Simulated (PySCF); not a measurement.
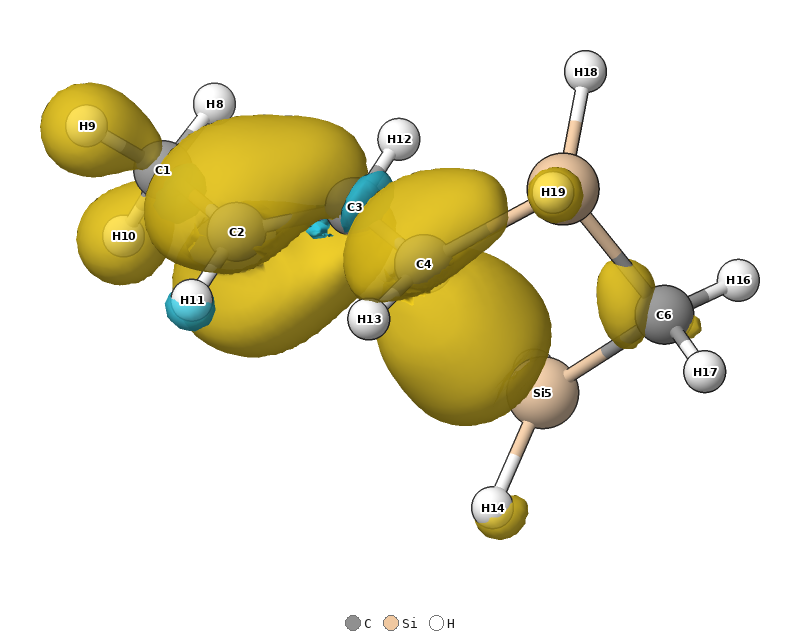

C5H12Si2 (charge +1, doublet). Isosurfaces of the spin density (α minus β) at +0.015 (yellow) and −0.015 e/Å³ (cyan), seen at a tilt.

Geometry: GFN2-xTB.

The calculation used UKS B3LYP, pcH-1 on C H Si, non-relativistic, mean-field spin-orbit, GIAO in PySCF 2.14.0, density-fitted response routines.

```xyz
19

C     3.3388    0.1089    0.2458
C     2.0150    0.4367   -0.2944
C     0.8352    0.2046    0.3513
C    -0.4382    0.5670   -0.1559
Si   -1.4171   -1.2171   -0.8842
C    -2.8587   -0.6469    0.1940
Si   -1.9625    0.8832    0.9885
H     3.2814   -0.3852    1.2115
H     3.9390    1.0173    0.3388
H     3.8831   -0.5217   -0.4608
H     1.9927    0.9159   -1.2656
H     0.8690   -0.2886    1.3147
H    -0.3648    1.1987   -1.0384
H    -1.4218   -1.0109   -2.3273
H    -0.5947   -2.3342   -0.4361
H    -3.1880   -1.3831    0.9234
H    -3.7413   -0.3652   -0.3760
H    -1.6071    0.6637    2.3845
H    -2.5700    2.1661    0.6670
```

### Describe the spin distribution.

The unpaired spin (1 electron) lies mostly on C2 (about 0.3), C4 (about 0.2), Si5 (about 0.1) and C3 (about 0.1), in electrons by Hirshfeld's partition.
